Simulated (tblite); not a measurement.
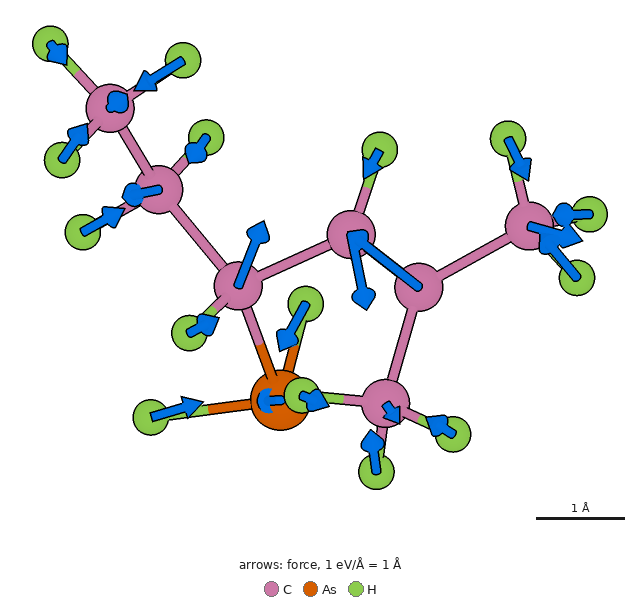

Starting geometry of C$_{7}$H$_{15}$As with the computed forces as blue arrows. Style: ball-and-stick. Shown from a free direction.

Level of theory: tblite 0.8.0, GFN2-xTB geometry optimisation, gas phase. 

What follows when this structure is relaxed?

It isn't relaxed: the largest force vector, on a C atom, is 1.49 eV/Å. The final displacements follow the starting forces only in part (cosine between the two patterns 0.33). After 63 geometry steps the energy has fallen by 4.74 kcal/mol. An H atom moves most after the best rigid fit: 0.14 Å. By element the largest moves are H 0.14 Å, C 0.05 Å, As 0.05 Å. Some distances before and after: As–H 1.569 → 1.502 Å, As–C 1.971 → 2.014 Å, C–C 1.521 → 1.492 Å, C–C 1.359 → 1.332 Å. Bond angles that change, for instance: H–As–H 93.2° → 89.1°, C–C–C 118.0° → 120.7°, C–C–C 120.1° → 117.9°.
